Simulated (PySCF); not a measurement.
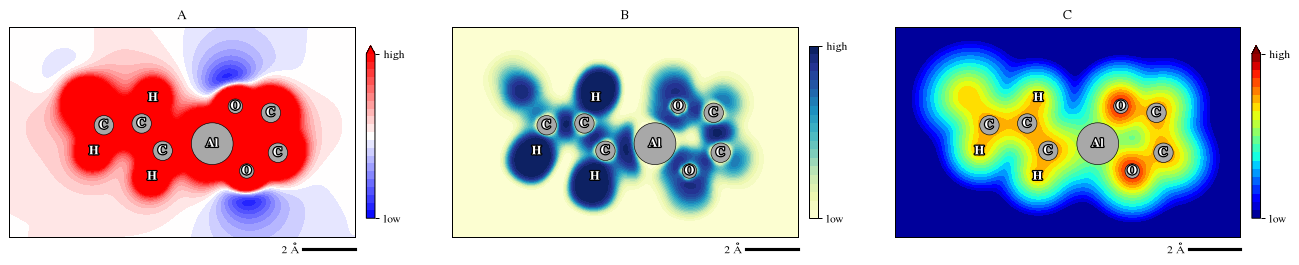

C7H11AlO2 (SMILES C(=[CH]\[Al]1[O]CC[O]1)/C1CC1): 3 fields on the plane of atoms C2, C1 and H11, with unlabelled colour scales. Grey discs cover the atomic cores.

Geometry: GFN2-xTB.

Method: PySCF, PBE0/pcSseg-1, SCF density, gas phase, non-relativistic.

> Match the panels to the quantities (electron density, electron localisation function and electrostatic potential).

Panel A: electrostatic potential (strongly positive close to the atoms, with negative regions outside electron-rich atoms). Panel B: electron localisation function. Panel C: electron density. From the grid: C–C (1.34 Å): ρ is about 2.3 e/Å³ halfway; the ELF peaks at about 0.90 between the atoms (a short, multiple covalent bond). C–O (1.40 Å): ρ at the midpoint is about 2.1 e/Å³, with its minimum of 1.8 e/Å³ about 0.5 Å from C; the ELF peaks at about 0.90 between the atoms (a polar covalent bond).
